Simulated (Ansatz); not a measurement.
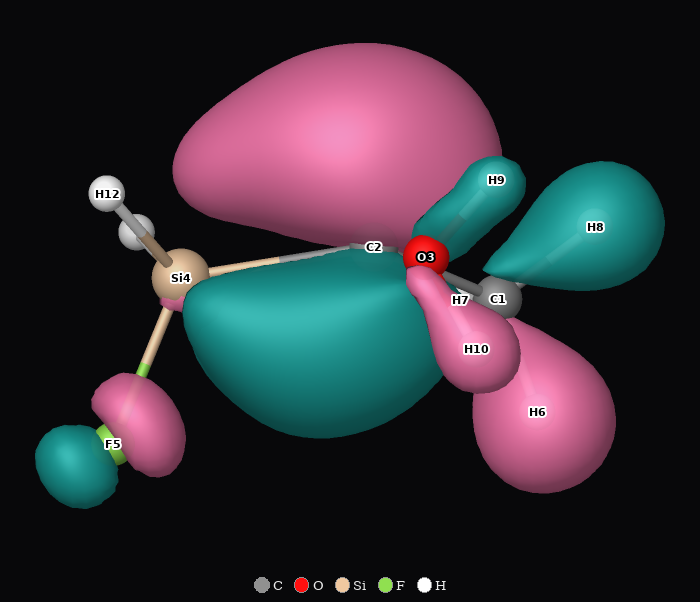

C₂H₇FOSi. One frontier orbital at ±0.1 Å⁻³ᐟ² (teal and pink are the two phases), seen from one side.

Level of theory: RKS r2SCAN/def2-SVP in Ansatz 0.2.0.

```
atom    x (Å)    y (Å)    z (Å)
   C  -0.7646   0.2311   1.3449
   C  -0.0817  -0.4970   0.2468
   O   1.4671  -0.6063   0.6674
  Si  -0.2128  -0.3942  -1.5399
   F   0.1830   1.0025  -2.3401
   H  -0.3749   1.2530   1.5804
   H  -1.8108   0.3796   1.0272
   H  -0.8208  -0.3251   2.3064
   H   1.5338  -1.2610   1.3828
   H   1.8100   0.2403   1.0216
   H  -1.6535  -0.6219  -1.8574
   H   0.6929  -1.4059  -2.1606
```

Which orbital is it: HOMO or LUMO?

The HOMO, at −3.97 eV. By Hirshfeld shares it lies mainly on C2 (about 60 %), Si4 (about 15 %) and C1 (about 10 %).
